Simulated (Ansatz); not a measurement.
# Ir: response to strain

Ir is deformed so: equal xy, yz and zx engineering shear strains of +1 %. What stress and forces result, by LAPW, PAW and all-electron datasets made for the crystal?

Program: Ansatz 0.2.0. Level of theory: DFT PBEsol, scalar-relativistic. These are calculated values, not measurements.

### Step 1. The starting structure

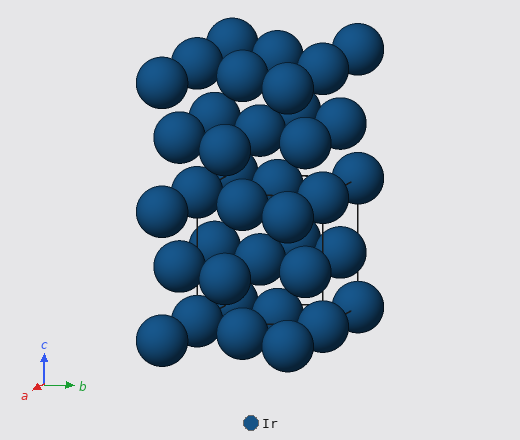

Start, viewed slightly off an axis; iridium blue. 2×1×2 cells are drawn. Atoms on the faces are drawn again on the opposite ones. The cell drawn here is the conventional one.

Structure file:

```cif
data_structure
_symmetry_space_group_name_H-M 'P 1'
_symmetry_Int_Tables_number 1
_cell_length_a 2.7149
_cell_length_b 2.7149
_cell_length_c 2.7149
_cell_angle_alpha 60.000
_cell_angle_beta 60.000
_cell_angle_gamma 60.000
_cell_volume 14.15
loop_
_atom_site_label
_atom_site_type_symbol
_atom_site_fract_x
_atom_site_fract_y
_atom_site_fract_z
_atom_site_occupancy
Ir1 Ir 0.00000 0.00000 0.00000 1
```

### Step 2. After the deformation

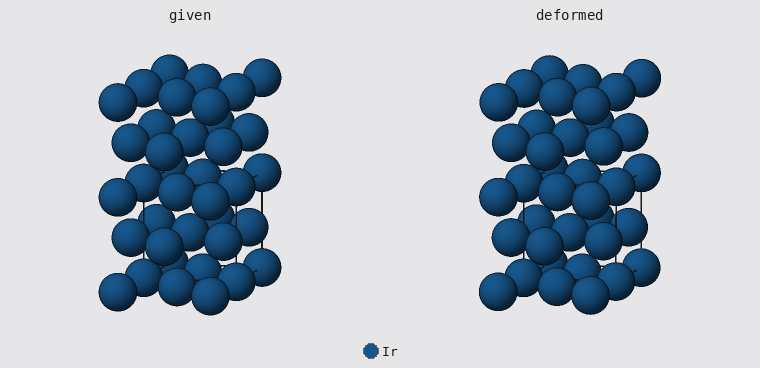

Given and deformed, at one scale.

Space group Fm-3m before, R-3m after.

### Step 3. LAPW, all electrons

input.yaml reads:

```yaml
crystal:
  lattice:
    - [0.019197, 1.9292985, 1.9292985]
    - [1.9292985, 0.019197, 1.9292985]
    - [1.9292985, 1.9292985, 0.019197]
  atoms:
    - { symbol: Ir, position: [0.0, 0.0, 0.0] }
kpoints:
  mp_grid: { grid: [18, 18, 18] }
  band_path:
    path:
      - [0.0, 0.0, 0.0]
      - [0.5, 0.5, 0.5]
      - [0.247543133, 0.5, 0.752456867]
      - [-0.247543133, 0.247543133, 0.5]
      - [0.0, 0.0, 0.5]
      - [0.0, 0.0, 0.0]
      - [-0.3737715665, 0.0, 0.3737715665]
      - [0.0, 0.3737715665, 0.6262284335]
      - [0.0, 0.5, 0.5]
    npoints: 5
scf:
  occupations: { method: fermi_dirac, width: 0.05 }
hamiltonian:
  xc: pbesol
  pseudopotentials: { kind: all_electron, lapw: { basis_error: 0.0005 } }
output:
  forces: true
  stress: true
  eigenvalues: true
```

The run is started by

```console
ansatz run input.yaml --threads 1 --pin off --max-ram 3072MiB --backend cpu --events-out ev --progress --plain --runs-dir out
```

Standard output, cut to the lines that bear on the results:

```text
LAPW: plane waves up to 8.994 Å⁻¹, error target 5.0e-4 eV per atom; small_component_spin mean_spin; Ir in spheres of 1.351 Å, 41 of its electrons in bands, Dirac shells []
[...]
Pseudopotentials: kind: all_electron
Pseudopotential: Ir, LAPW, valence charge 41, Koelling and Harmon's equation, gaussian nucleus
Functional definition: PBEsol
[...]
Crystal: 1 atoms, lattice volume = 14.148 Å³
Basis set: ecut = 308.2019635785717 eV, 169 PW (Γ), exchange–correlation at level 2
Bands: 25, of which v1, the nominal top of the filled ones, is band 21 counted from 1 (20 counted from 0)
Symmetry: 12 space group operations
Space group: R-3m (ITA 166), of the structure as read, at distance tolerance 2.4e-5 Å
k-points: 580 of 5832
[...]
SCF iter   1: F=—  HF=-484889.814902 eV  |F-HF|=—  |Δ(HF+E_count)|=         —  Δρ=1.88e-2  dr2=2.01e-2  ethr=4.85e-5  ⟨swp⟩=3.2  Hψ=94102  notcnv=0
[...]
the basis was enlarged: its passes take 1022.2 KiB over the memory plan, 1 of 1 planned eigensolver slots
[...]
SCF iter   6: F=-484889.727142 eV  HF=-484889.727142 eV  |F-HF|=4.54e-9  |Δ(HF+E_count)|=   1.09e-6  Δρ=1.55e-5  dr2=1.72e-8  ethr=8.41e-9  ⟨swp⟩=2.0  Hψ=42003  notcnv=0
[...]
NSCF: frozen V_eff on 41 k-points
SCF converged after 6 iterations
Free energy (F): -484889.727142 eV
[...]
E sigma→0 (E₀):  -484889.723141 eV
Entropy (-TS):   -0.008003 eV (-8.003 meV/atom)
Fermi energy:    31.859662 eV
[...]
--- Forces (eV/Å), atoms counted from 1 ---
  atom   1  Ir    -0.00000000     0.00000000     0.00000000
[...]
--- Stress (GPa, compression-positive) ---
       -2.578685      -2.690482      -2.690482
       -2.690482      -2.578685      -2.690482
       -2.690482      -2.690482      -2.578685
  P = ⅓ Tr σ = -2.5787 GPa (-25.787 kbar)
--- Band table (eV; the first three rows and the last of 580) ---
  k-point 0: bands = ["-253.5281", "-253.5281", "-253.5239", "-253.4851", "-253.4851", "-61.0738", "-25.4314", "-25.3950", "-25.3878", "-25.3878", "-25.3767", "-25.3733", "-25.3733", "-17.5271", "-17.5141", "-17.5141", "20.6520", "27.7721", "28.0005", "28.0005", "30.6474", "30.6474", [...]
[...]
```

Wall time 35 s (1 thread of Intel Xeon 6975P-C (Granite Rapids), shared host); peak memory 0.94 GiB.

Read from it: pressure -2.58 GPa; no gap.

### Step 4. Frozen-core PAW

input.yaml reads:

```yaml
crystal:
  lattice:
    - [0.019197, 1.9292985, 1.9292985]
    - [1.9292985, 0.019197, 1.9292985]
    - [1.9292985, 1.9292985, 0.019197]
  atoms:
    - { symbol: Ir, position: [0.0, 0.0, 0.0] }
kpoints:
  mp_grid: { grid: [18, 18, 18] }
scf:
  occupations: { method: fermi_dirac, width: 0.05 }
hamiltonian:
  xc: pbesol
  pseudopotentials: { kind: paw }
output:
  forces: true
  stress: true
  eigenvalues: true
  efg: { contact_densities: true }
```

The run is started by

```console
ansatz run input.yaml --threads 1 --pin off --max-ram 3072MiB --backend cpu --events-out ev --progress --plain --runs-dir out
```

Standard output, cut to the lines that bear on the results:

```text
Ir: output.efg is read without spin–orbit coupling, which moves field gradients at and beside such atoms by some per cent and up to a factor of two; PAW files take it under magnetization.noncollinear and magnetization.spin_orbit
[...]
Pseudopotentials: kind: paw
Pseudopotential: Ir, paw, valence charge 17, recommended cutoff 420 eV (normal)
Functional definition: PBEsol
[...]
Crystal: 1 atoms, lattice volume = 14.148 Å³
Basis set: ecut = 420 eV, 283 PW (Γ), exchange–correlation on 40×40×40 points (8 copies of the dense FFT grid, shifted against one another)
Bands: 13, of which v1, the nominal top of the filled ones, is band 9 counted from 1 (8 counted from 0)
Symmetry: 12 space group operations
Space group: R-3m (ITA 166), of the structure as read, at distance tolerance 2.4e-5 Å
k-points: 580 of 5832
[...]
SCF converged after 6 iterations
Free energy (F): -11799.035664 eV
[...]
E sigma→0 (E₀):  -11799.031663 eV
Entropy (-TS):   -0.008001 eV (-8.001 meV/atom)
Fermi energy:    25.683717 eV
[...]
--- Forces (eV/Å), atoms counted from 1 ---
  atom   1  Ir    -0.00000000    -0.00000000     0.00000000
[...]
--- Stress (GPa, compression-positive) ---
       -2.539044      -2.693169      -2.693169
       -2.693169      -2.539044      -2.693169
       -2.693169      -2.693169      -2.539044
  P = ⅓ Tr σ = -2.5390 GPa (-25.390 kbar)
--- PAW observables at the nuclei: V_zz in 10²¹ V/m², potentials from the cell's mean, atoms counted from 1 ---
  atom   1  Ir V_zz =    +1.658475   η = 0.0000   by run symmetry: allowed
            electrostatic potential = -15798.216434 V   contact ρ = 11152100.034284 e/Å³
--- Band table (eV; the first three rows and the last of 580) ---
  k-point 0: bands = ["-67.2443", "-23.7007", "-23.6886", "-23.6886", "14.4705", "21.5935", "21.8215", "21.8215", "24.4705", "24.4705", "39.2163", "44.4152", "44.8776"]
[...]
```

Run time: 3.6 s. Hardware: 1 thread of Intel Xeon 6975P-C (Granite Rapids), shared host; peak memory 0.45 GiB.

This run gives: pressure -2.54 GPa; no gap; Vzz Ir 1.66 (η = 0.00) (10²¹ V/m²).

### Step 5. All-electron PAW on datasets made for the crystal

Changes to input.yaml since step 4:

```diff
@@ -13,3 +13,3 @@
   xc: pbesol
-  pseudopotentials: { kind: paw }
+  pseudopotentials: { kind: all_electron, datasets: crystal }
 output:
```

The run is started by

```console
ansatz run input.yaml --threads 1 --pin off --max-ram 3072MiB --backend cpu --events-out ev --progress --plain --runs-dir out
```

Standard output, cut to the lines that bear on the results:

```text
[...]
Ir: output.efg is read without spin–orbit coupling, which moves field gradients at and beside such atoms by some per cent and up to a factor of two; PAW files take it under magnetization.noncollinear and magnetization.spin_orbit
[...]
Pseudopotentials: kind: all_electron
Pseudopotential: Ir, paw, valence charge 17, recommended cutoff 300 eV (normal), Koelling and Harmon's equation, gaussian nucleus
Functional definition: PBEsol
[...]
Crystal: 1 atoms, lattice volume = 14.148 Å³
Basis set: ecut = 300 eV, 169 PW (Γ), exchange–correlation on 32×32×32 points (8 copies of the dense FFT grid, shifted against one another)
Bands: 13, of which v1, the nominal top of the filled ones, is band 9 counted from 1 (8 counted from 0)
Symmetry: 12 space group operations
Space group: R-3m (ITA 166), of the structure as read, at distance tolerance 2.4e-5 Å
k-points: 580 of 5832
[...]
In the spheres:  the bands' charges fall short by 3.0e-7 e at most (sound up to 1e-3)
Fermi energy:    31.859643 eV
[...]
  The terms above E_closure are by the made datasets' own strengths, without shells solved beside the bands.
--- Forces (eV/Å), atoms counted from 1 ---
  atom   1  Ir     0.00000000    -0.00000000     0.00000000
[...]
--- Stress (GPa, compression-positive) ---
       -2.575728      -2.690657      -2.690657
       -2.690657      -2.575728      -2.690657
       -2.690657      -2.690657      -2.575728
  P = ⅓ Tr σ = -2.5757 GPa (-25.757 kbar)
--- PAW observables at the nuclei: V_zz in 10²¹ V/m², potentials from the cell's mean, atoms counted from 1 ---
  atom   1  Ir V_zz =    +1.598831   η = 0.0000   by run symmetry: allowed
            electrostatic potential = -15795.247663 V   contact ρ = 11145733.704640 e/Å³
--- Band table (eV; the first three rows and the last of 580) ---
  k-point 0: bands = ["-61.0738", "-17.5271", "-17.5142", "-17.5142", "20.6520", "27.7721", "28.0005", "28.0005", "30.6474", "30.6474", "45.3880"]
[...]
```

It took 16 s on 1 thread of Intel Xeon 6975P-C (Granite Rapids), shared host; peak memory 0.71 GiB.

Read from it: pressure -2.58 GPa; no gap; Vzz Ir 1.60 (η = 0.00) (10²¹ V/m²).

### Step 6. Side by side

Stress (GPa, compression positive):

| method | xx | yy | zz | yz | xz | xy |
| --- | --- | --- | --- | --- | --- | --- |
| LAPW | -2.58 | -2.58 | -2.58 | -2.69 | -2.69 | -2.69 |
| PAW | -2.54 | -2.54 | -2.54 | -2.69 | -2.69 | -2.69 |
| crystal datasets | -2.58 | -2.58 | -2.58 | -2.69 | -2.69 | -2.69 |

| method | pressure (GPa) | Vzz Ir (10²¹ V/m²) | SCF cycles, all passes |
| --- | --- | --- | --- |
| LAPW | -2.58 | – | 6 |
| PAW | -2.54 | 1.66 | 6 |
| crystal datasets | -2.58 | 1.60 | 8 |

### Step 7. Results

| quantity | value |
| --- | --- |
| pressure | LAPW -2.58, PAW -2.54, crystal datasets -2.58 GPa |
| largest shear or deviatoric stress (LAPW) | 2.69 GPa |

In words: The largest part of the stress beyond the pressure is 2.69 GPa in size. No run of the undeformed cell stands beside it, so the pressure holds what the given cell had before the change. PAW: stress within 0.04 GPa of LAPW. Crystal datasets: stress within 0.01 GPa of LAPW. Spin-orbit coupling is left out, though the cell holds Ir; in elements this heavy it can shift bands and gaps by tenths of an eV.
